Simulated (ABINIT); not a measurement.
## SnSe2 (P-3m1): third-order response

Which lines does SnSe2 (P-3m1) show in Raman and infrared spectra?

Method: DFT LDA, scalar-relativistic, plane waves, HGH norm-conserving pseudopotentials, in ABINIT 10.8.3.

## (1) Set-up

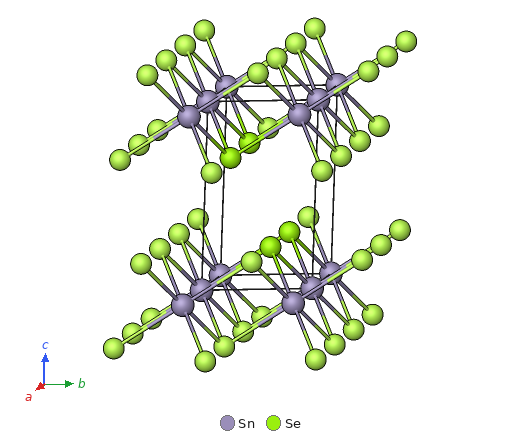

The cell as given, slightly off an axis (tin purple, selenium green). 2×1×1 cells are drawn. Some periodic images of atoms are drawn too.

## (2) A probe with smearing

A first run with smearing and empty bands tells whether the crystal has a gap, which decides between fixed occupations and smearing later on.

probe.abi reads:

```
# ground state
tolvrs 1.0d-08
prtden 1
prtwf 1

# basis, mesh and filling
ecut 20.0
ixc 7
ngkpt 6 6 4
nshiftk 1
shiftk 0.0 0.0 0.0
istwfk *1
occopt 7
tsmear 0.005
nband 14
nstep 100
diemac 9.0
prtebands 0
prtgsr 0

# cell and atoms
acell 7.201746261 7.201746261 11.5953595
rprim 
    1.0 0.0 0.0
    -0.5 0.8660254038 0.0
    0.0 0.0 1.0
ntypat 2
znucl 50 34
natom 3
typat 1 2 2
xred 
    0.0 0.0 0.0
    1/3 2/3 0.2490000000
    2/3 1/3 0.7510000000
pp_dirpath "./pseudo"
pseudos "Sn.hgh, Se.hgh"
```

On the command line:

```
$ OMP_NUM_THREADS=1 mpirun -n 4 abinit probe.abi > probe.log
```

Numbers of over 12 decimals in the logs are rounded to 6 here.

probe.abo, the main output file:

```text
[banners, grids, parts of the stress and lines that vanish by symmetry left out]
- input  file    -> probe.abi
- output file    -> probe.abo
- root for input  files -> probei
[...]
Symmetries : space group P-3 m 1 (#164); Bravais hP (primitive hexag.)
[...]
mpw =        2244          nfft =       43200          nkpt =          24
[...]
== DATASET  1 ==================================================================
[...]
cutoff_energies: {ecut:  20.0, pawecutdg:  -1.0, }
[...]
Exchange-correlation functional for the present dataset will be:
  LDA: Perdew-Wang 92 LSD fit to Ceperley-Alder data - ixc=7
[...]
ETOT  1  -22.568828087926    -2.257E+01 2.646E-02 5.194E+01
 ETOT  2  -22.594244715117    -2.542E-02 1.202E-03 1.194E+01
 ETOT  3  -22.595994733742    -1.750E-03 6.592E-04 2.035E-01
 ETOT  4  -22.596044482376    -4.975E-05 3.425E-04 6.196E-02
 ETOT  5  -22.596050559838    -6.077E-06 1.709E-04 3.973E-04
 ETOT  6  -22.596050639768    -7.993E-08 1.271E-04 1.696E-05
 ETOT  7  -22.596050641578    -1.810E-09 4.419E-05 3.097E-07
 ETOT  8  -22.596050641619    -4.044E-11 3.972E-05 2.990E-09
 At SCF step    8       vres2   =  2.99E-09 < tolvrs=  1.00E-08 =>converged.
[...]
sigma(1 1)=  4.54185826E-05  sigma(3 2)=  0.00000000E+00
  sigma(2 2)=  4.54185825E-05  sigma(3 1)=  0.00000000E+00
  sigma(3 3)= -2.98127440E-06  sigma(2 1)=  0.00000000E+00
[...]
convergence: {deltae: -4.044E-11, res2:  2.990E-09, residm:  3.972E-05, diffor: null, }
etotal    :  -2.25960506E+01
[...]
sigma(1 1)=  4.54185826E-05  sigma(3 2)=  0.00000000E+00
  sigma(2 2)=  4.54185825E-05  sigma(3 1)=  0.00000000E+00
  sigma(3 3)= -2.98127440E-06  sigma(2 1)=  0.00000000E+00
[...]
- sigma(1 1)=  1.33626083E+00  sigma(3 2)=  0.00000000E+00
- sigma(2 2)=  1.33626083E+00  sigma(3 1)=  0.00000000E+00
- sigma(3 3)= -8.77121212E-02  sigma(2 1)=  0.00000000E+00
[...]
fcart      2.4925854791E-29 -4.3172846919E-29 -0.0000000000E+00
           strten      4.5418582564E-05  4.5418582468E-05 -2.9812744021E-06
================================================================================

[key lines of the parts left out:]
pressure_GPa:  -8.6160E-01
```

Elapsed: 5.9 s, on 4 MPI ranks of Arm Neoverse V1, shared host.

This step gave:

```
volume per atom   : 25.73 Å³
pressure          : -0.8616 GPa
gap on the k-mesh : 0.6487 eV
```

A gap of 0.65 eV opens on this mesh, so the crystal is taken as an insulator; the printed pressure holds the stress of the finite basis too.

## (3) Relaxing the cell and atoms

The harmonic expansion needs vanishing forces, and a free crystal bears no stress, so cell and atoms are brought to rest. Stress is more sensitive to the basis than forces are: the last 3 Ha under the cutoff are smoothed with ecutsm, and the cutoff is raised above that of the later runs.

relax.abi reads:

```
# relaxation
ionmov 2
optcell 2
dilatmx 1.08
ntime 40
tolmxf 1.0d-05
tolvrs 1.0d-14
prtwf 0
prtden 0
chksymtnons 0

# basis, mesh and filling
ecut 26.0
ecutsm 3.0
ixc 7
ngkpt 6 6 4
nshiftk 1
shiftk 0.0 0.0 0.0
istwfk *1
occopt 1
nband 8
nstep 100
diemac 9.0
prtebands 0
prtgsr 0

# cell and atoms
acell 7.201746261 7.201746261 11.5953595
rprim 
    1.0 0.0 0.0
    -0.5 0.8660254038 0.0
    0.0 0.0 1.0
ntypat 2
znucl 50 34
natom 3
typat 1 2 2
xred 
    0.0 0.0 0.0
    1/3 2/3 0.2490000000
    2/3 1/3 0.7510000000
pp_dirpath "./pseudo"
pseudos "Sn.hgh, Se.hgh"
```

On the command line:

```
$ OMP_NUM_THREADS=1 mpirun -n 4 abinit relax.abi > relax.log
```

relax.abo, the main output file:

```text
[banners, grids, parts of the stress and lines that vanish by symmetry left out]
- input  file    -> relax.abi
- output file    -> relax.abo
- root for input  files -> relaxi
[...]
Symmetries : space group P-3 m 1 (#164); Bravais hP (primitive hexag.)
[...]
mpw =        4185          nfft =       77760          nkpt =          24
[...]
== DATASET  1 ==================================================================
[...]
cutoff_energies: {ecut:  26.0, pawecutdg:  -1.0, }
[...]
Exchange-correlation functional for the present dataset will be:
  LDA: Perdew-Wang 92 LSD fit to Ceperley-Alder data - ixc=7
[...]
ETOT  1  -22.563835135271    -2.256E+01 4.090E-02 8.198E+01
 ETOT  2  -22.599200393290    -3.537E-02 3.927E-03 1.116E+01
 ETOT  3  -22.600139381553    -9.390E-04 1.533E-04 3.161E-01
 ETOT  4  -22.600193918079    -5.454E-05 2.616E-05 1.089E-01
 ETOT  5  -22.600201906633    -7.989E-06 8.658E-06 8.379E-04
[...]
At SCF step   14       vres2   =  3.24E-15 < tolvrs=  1.00E-14 =>converged.
[...]
sigma(1 1)=  9.63705271E-06  sigma(3 2)=  0.00000000E+00
  sigma(2 2)=  9.63705262E-06  sigma(3 1)=  0.00000000E+00
  sigma(3 3)= -3.99272362E-05  sigma(2 1)=  0.00000000E+00
[...]
convergence: {deltae: -2.274E-12, res2:  3.236E-15, residm:  2.094E-11, diffor: null, }
etotal    :  -2.26002023E+01
[...]
ETOT  1  -22.600280486750    -2.260E+01 2.900E-07 5.684E-01
[...]
At SCF step   10       vres2   =  1.75E-15 < tolvrs=  1.00E-14 =>converged.
[...]
sigma(1 1)=  1.33017814E-05  sigma(3 2)=  0.00000000E+00
  sigma(2 2)=  1.33017813E-05  sigma(3 1)=  0.00000000E+00
  sigma(3 3)= -2.90080945E-05  sigma(2 1)=  0.00000000E+00
[...]
convergence: {deltae:  6.075E-13, res2:  1.746E-15, residm:  1.080E-16, diffor: null, }
etotal    :  -2.26003231E+01
[...]
ETOT  1  -22.599318216976    -2.260E+01 1.905E-03 1.738E+01
[...]
At SCF step   11       vres2   =  4.42E-15 < tolvrs=  1.00E-14 =>converged.
[...]
sigma(1 1)=  2.65912574E-05  sigma(3 2)=  0.00000000E+00
  sigma(2 2)=  2.65912573E-05  sigma(3 1)=  0.00000000E+00
  sigma(3 3)=  3.12586007E-05  sigma(2 1)=  0.00000000E+00
[...]
convergence: {deltae:  2.451E-13, res2:  4.420E-15, residm:  2.125E-16, diffor: null, }
etotal    :  -2.26006766E+01
[...]
ETOT  1  -22.600702791290    -2.260E+01 1.685E-03 7.498E-02
[...]
At SCF step   10       vres2   =  8.17E-15 < tolvrs=  1.00E-14 =>converged.
[...]
sigma(1 1)=  2.26036376E-05  sigma(3 2)=  0.00000000E+00
  sigma(2 2)=  2.26036375E-05  sigma(3 1)=  0.00000000E+00
  sigma(3 3)=  3.30615257E-05  sigma(2 1)=  0.00000000E+00
[...]
convergence: {deltae:  1.066E-13, res2:  8.173E-15, residm:  1.961E-16, diffor: null, }
etotal    :  -2.26007151E+01
[...]
ETOT  1  -22.600524050165    -2.260E+01 3.075E+00 1.744E+00
[...]
sigma(1 1)= -9.34358149E-06  sigma(3 2)=  0.00000000E+00
  sigma(2 2)= -9.34358159E-06  sigma(3 1)=  0.00000000E+00
[...]
convergence: {deltae:  1.528E-13, res2:  7.767E-15, residm:  8.054E-17, diffor: null, }
etotal    :  -2.26008505E+01
[...]
ETOT  1  -22.600861227465    -2.260E+01 5.457E-02 3.040E-02
[...]
convergence: {deltae: -1.776E-13, res2:  5.735E-15, residm:  8.927E-18, diffor: null, }
etotal    :  -2.26008669E+01
[...]
ETOT  1  -22.600803636390    -2.260E+01 1.154E-01 1.008E+00
[...]
convergence: {deltae: -2.984E-13, res2:  3.430E-15, residm:  1.963E-16, diffor: null, }
etotal    :  -2.26009230E+01
[...]
ETOT  1  -22.600460407648    -2.260E+01 2.747E+00 6.313E+00
[...]
convergence: {deltae: -3.162E-13, res2:  5.724E-16, residm:  4.154E-18, diffor: null, }
etotal    :  -2.26010018E+01
[...]
ETOT  1  -22.598480371408    -2.260E+01 4.978E-01 3.396E+01
[...]
convergence: {deltae: -1.421E-14, res2:  2.964E-15, residm:  6.998E-16, diffor: null, }
etotal    :  -2.26011271E+01
[...]
ETOT  1  -22.599354464093    -2.260E+01 3.433E-02 2.559E+01
[...]
convergence: {deltae:  2.096E-13, res2:  1.398E-16, residm:  1.669E-17, diffor: null, }
etotal    :  -2.26012222E+01
[...]
ETOT  1  -22.600876286625    -2.260E+01 5.335E-06 5.805E+00
[...]
convergence: {deltae:  8.527E-14, res2:  4.365E-16, residm:  4.484E-17, diffor: null, }
etotal    :  -2.26012683E+01
[...]
ETOT  1  -22.601269127080    -2.260E+01 1.587E-05 1.077E-02
[...]
At SCF step   10       vres2   =  4.43E-15 < tolvrs=  1.00E-14 =>converged.
[...]
sigma(2 2)=  3.52671765E-07  sigma(3 1)=  0.00000000E+00
  sigma(3 3)= -5.31940875E-07  sigma(2 1)=  0.00000000E+00
[...]
convergence: {deltae: -8.882E-14, res2:  4.430E-15, residm:  5.847E-18, diffor: null, }
etotal    :  -2.26012710E+01
[...]
ETOT  1  -22.601270337605    -2.260E+01 3.021E-08 1.054E-02
[...]
ETOT  8  -22.601271111212     2.842E-13 2.533E-16 2.488E-14
 ETOT  9  -22.601271111212    -2.203E-13 1.844E-17 1.139E-15
 At SCF step    9       vres2   =  1.14E-15 < tolvrs=  1.00E-14 =>converged.
[...]
sigma(1 1)=  9.32751861E-08  sigma(3 2)=  0.00000000E+00
  sigma(2 2)=  9.32750809E-08  sigma(3 1)=  0.00000000E+00
  sigma(3 3)=  5.10654962E-08  sigma(2 1)=  0.00000000E+00
[...]
convergence: {deltae: -2.203E-13, res2:  1.139E-15, residm:  1.844E-17, diffor: null, }
etotal    :  -2.26012711E+01
[...]
At Broyd/MD step  13, gradients are converged :
[...]
sigma(1 1)=  9.32751861E-08  sigma(3 2)=  0.00000000E+00
  sigma(2 2)=  9.32750809E-08  sigma(3 1)=  0.00000000E+00
  sigma(3 3)=  5.10654962E-08  sigma(2 1)=  0.00000000E+00
[...]
- sigma(1 1)=  2.74425072E-03  sigma(3 2)=  0.00000000E+00
- sigma(2 2)=  2.74424762E-03  sigma(3 1)=  0.00000000E+00
- sigma(3 3)=  1.50239877E-03  sigma(2 1)=  0.00000000E+00
[...]
fcart     -2.5023688078E-29 -2.4560636181E-28 -0.0000000000E+00
           strten      9.3275186141E-08  9.3275080863E-08  5.1065496202E-08
================================================================================

[key lines of the parts left out:]
pressure_GPa:  -2.3303E-03
Total energy (etotal) [Ha]= -2.26012711112120E+01
```

Wall time 85 s (4 MPI ranks); 5.7 min of CPU time.

Relaxation path:

```csv
step,energy less that of the first step (eV),largest force (eV/Å),volume (Å³)
1,0.0000,0.3690,77.18
2,-0.0033,0.3175,77.23
3,-0.0129,0.0358,77.28
4,-0.0140,0.0238,77.09
5,-0.0176,0.0276,75.78
6,-0.0181,0.0473,75.58
7,-0.0196,0.1002,75.02
8,-0.0218,0.1384,74.34
9,-0.0252,0.1495,73.38
10,-0.0278,0.0992,73.04
11,-0.0290,0.0228,73.27
12,-0.0291,0.0012,73.37
13,-0.0291,0.0003,73.38
```

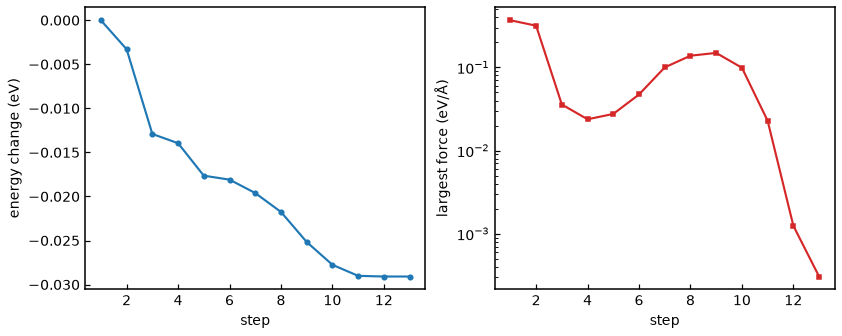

Energy and largest force along the relaxation.

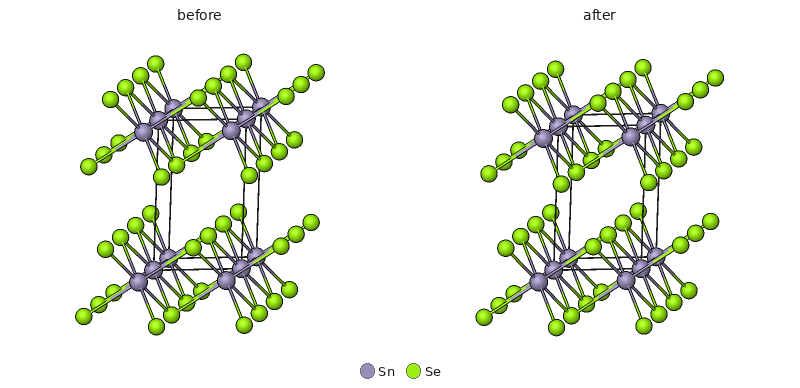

The structure before and after the relaxation, drawn at the same scale.

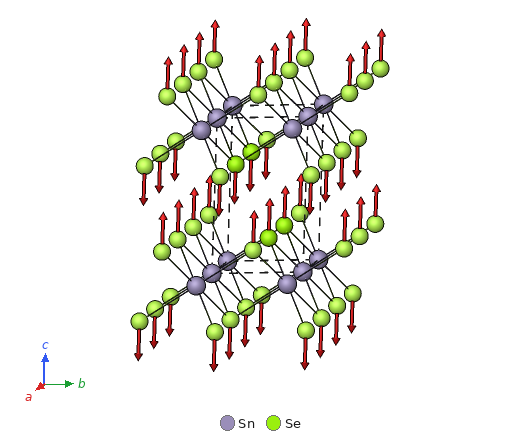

Displacements in the relaxation, exaggerated, measured against the changing cell; the longest in the cell stands for 0.10 Å. 2×1×1 cells are drawn. Some periodic images of atoms are drawn too.

```csv
"conventional cell, symmetrised",before,after,change
a (Å),3.811,3.796,-0.4 %
b (Å),3.811,3.796,-0.4 %
c (Å),6.136,5.880,-4.2 %
volume (Å³/atom),25.73,24.46,-4.9 %
```

The atoms that moved most (Å, as changes of fractional coordinates times the final cell):

```csv
atom,dx,dy,dz,length
Se3,0.000,0.000,-0.102,0.102
Se2,0.000,0.000,0.102,0.102
```

The relaxed structure:

```xyz
3
Lattice="3.7961 0.0000 0.0000 -1.8981 3.2875 0.0000 0.0000 0.0000 5.8797" Properties=species:S:1:pos:R:3 pbc="T T T"
Sn    0.0000    0.0000    0.0000
Se    0.0000    2.1917    1.5664
Se    1.8981    1.0958    4.3133
```

Read from the output:

```
volume per atom : 24.46 Å³
pressure        : -0.002330 GPa
```

The volume changes by -4.9 % in this run and stands -4.9 % from the first cell.

## (4) Self-consistent run for the response

The response is built on these wavefunctions, so the potential is converged far more tightly than an energy would need. The mesh is shifted off Γ, since shifted meshes converge sums over the zone faster.

gs.abi reads:

```
# ground state
tolvrs 1.0d-16
prtden 1
prtwf 1

# basis, mesh and filling
ecut 20.0
ixc 7
ngkpt 6 6 4
nshiftk 1
shiftk 0.0 0.0 0.5
istwfk *1
occopt 1
nband 8
nstep 100
diemac 9.0
prtebands 0
prtgsr 0

# cell and atoms
acell 7.173590119 7.173590119 11.11094266
rprim 
    1.0 0.0 0.0
    -0.5 0.8660254038 0.0
    0.0 0.0 1.0
ntypat 2
znucl 50 34
natom 3
typat 1 2 2
xred 
    0.0 0.0 0.0
    1/3 2/3 0.2664098156
    2/3 1/3 0.7335901844
pp_dirpath "./pseudo"
pseudos "Sn.hgh, Se.hgh"
```

On the command line:

```
$ OMP_NUM_THREADS=1 mpirun -n 4 abinit gs.abi > gs.log
```

gs.abo, the main output file:

```text
[banners, grids, parts of the stress and lines that vanish by symmetry left out]
- input  file    -> gs.abi
- output file    -> gs.abo
- root for input  files -> gsi
[...]
Symmetries : space group P-3 m 1 (#164); Bravais hP (primitive hexag.)
[...]
mpw =        2127          nfft =       43200          nkpt =          20
[...]
== DATASET  1 ==================================================================
[...]
cutoff_energies: {ecut:  20.0, pawecutdg:  -1.0, }
[...]
Exchange-correlation functional for the present dataset will be:
  LDA: Perdew-Wang 92 LSD fit to Ceperley-Alder data - ixc=7
[...]
ETOT  1  -22.553866584763    -2.255E+01 4.945E-02 4.886E+01
 ETOT  2  -22.595510852752    -4.164E-02 2.756E-03 1.140E+01
 ETOT  3  -22.597072224364    -1.561E-03 5.841E-05 2.475E-01
 ETOT  4  -22.597137504948    -6.528E-05 6.753E-06 3.829E-02
 ETOT  5  -22.597142652302    -5.147E-06 8.651E-07 1.242E-04
[...]
ETOT 16  -22.597142810491    -2.203E-13 9.501E-17 1.668E-16
 ETOT 17  -22.597142810491     3.340E-13 1.309E-17 1.922E-17
 At SCF step   17       vres2   =  1.92E-17 < tolvrs=  1.00E-16 =>converged.
[...]
sigma(1 1)=  3.54854413E-05  sigma(3 2)=  0.00000000E+00
  sigma(2 2)=  3.54854412E-05  sigma(3 1)=  0.00000000E+00
  sigma(3 3)=  4.02943142E-05  sigma(2 1)=  0.00000000E+00
[...]
convergence: {deltae:  3.340E-13, res2:  1.922E-17, residm:  1.309E-17, diffor: null, }
etotal    :  -2.25971428E+01
[...]
sigma(1 1)=  3.54854413E-05  sigma(3 2)=  0.00000000E+00
  sigma(2 2)=  3.54854412E-05  sigma(3 1)=  0.00000000E+00
  sigma(3 3)=  4.02943142E-05  sigma(2 1)=  0.00000000E+00
[...]
- sigma(1 1)=  1.04401773E+00  sigma(3 2)=  0.00000000E+00
- sigma(2 2)=  1.04401773E+00  sigma(3 1)=  0.00000000E+00
- sigma(3 3)=  1.18549965E+00  sigma(2 1)=  0.00000000E+00
[...]
fcart      2.5023688079E-29  1.4447433048E-29 -0.0000000000E+00
           strten      3.5485441325E-05  3.5485441218E-05  4.0294314246E-05
================================================================================

[key lines of the parts left out:]
pressure_GPa:  -1.0912E+00
```

Elapsed: 5.5 s, on 4 MPI ranks; 22 s of CPU time.

This step gave:

* pressure: -1.091 GPa

The cell stands at -1.1 GPa: the relaxation ran with a smoothed and higher cutoff and on another k mesh.

## (5) The gap at rest

Empty bands on the ground state's density check that the gap assumed so far is there in this cell.

gap.abi reads:

```
# empty bands on the ground state's density
iscf -2
getden_filepath "gso_DEN"
tolwfr 1.0d-12
nbdbuf 2
prtwf 0

# basis, mesh and filling
ecut 20.0
ixc 7
ngkpt 6 6 4
nshiftk 1
shiftk 0.0 0.0 0.0
istwfk *1
occopt 1
nband 12
nstep 100
diemac 9.0
prtebands 0
prtgsr 0

# cell and atoms
acell 7.173590119 7.173590119 11.11094266
rprim 
    1.0 0.0 0.0
    -0.5 0.8660254038 0.0
    0.0 0.0 1.0
ntypat 2
znucl 50 34
natom 3
typat 1 2 2
xred 
    0.0 0.0 0.0
    1/3 2/3 0.2664098156
    2/3 1/3 0.7335901844
pp_dirpath "./pseudo"
pseudos "Sn.hgh, Se.hgh"
```

On the command line:

```
$ OMP_NUM_THREADS=1 mpirun -n 4 abinit gap.abi > gap.log
```

gap.abo, the main output file:

```text
[banners, grids, parts of the stress and lines that vanish by symmetry left out]
- input  file    -> gap.abi
- output file    -> gap.abo
- root for input  files -> gapi
[...]
Symmetries : space group P-3 m 1 (#164); Bravais hP (primitive hexag.)
[...]
mpw =        2146          nfft =       43200          nkpt =          24
[...]
== DATASET  1 ==================================================================
[...]
cutoff_energies: {ecut:  20.0, pawecutdg:  -1.0, }
[...]
Exchange-correlation functional for the present dataset will be:
  LDA: Perdew-Wang 92 LSD fit to Ceperley-Alder data - ixc=7
[...]
-outvars: echo values of variables after computation
            acell      7.1735901190E+00  7.1735901190E+00  1.1110942660E+01 Bohr
================================================================================
```

Wall time 3.3 s (4 MPI ranks).

Numbers from this step:

* gap on the k-mesh: 0.4887 eV

In this cell the gap on the mesh is 0.49 eV, indirect (smallest direct 0.67 eV), so fixed occupations hold.

[end of part 1 of 3]

[Host names and launcher messages were left out of these logs when they were recorded.]

[Logs are printed without paths, hosts, clocks, repeated set-up lines and the standing remarks that a program may print on its own settings, such as how far it seeks lower states.]

[Hosts, paths, dates, database ids (printed as entryN), source tags and the programs' standing remarks are cut or masked in the printed files.]
